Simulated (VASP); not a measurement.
Consider the following.

```
LiCl
1.0
    0.00000     2.62533     2.62533
    2.62533     0.00000     2.62533
    2.62533     2.62533     0.00000
Li Cl
1 1
Direct
  0.00000   0.00000   0.00000
  0.50000   0.50000   0.50000
```

Calculation: RPBE GGA, VASP's PBE PAW potentials (set 64) (plane waves; VASP). Numerical set-up: 520 eV cut-off, 10×10×10 Γ-centred mesh, tetrahedra with Blöchl corrections, potentials Li_sv Cl.

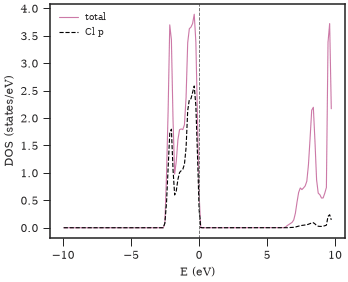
Figure: Total and projected density of states, zero at the valence-band maximum

Within 2 eV below the valence-band maximum the largest weight inside VASP's projection spheres is Cl p.

The gap is direct, 6.22 eV, from the valence maximum at Γ to the conduction minimum at Γ.

The compound is LiCl in the rock salt structure. It was relaxed first, which changed the volume by +7 %.
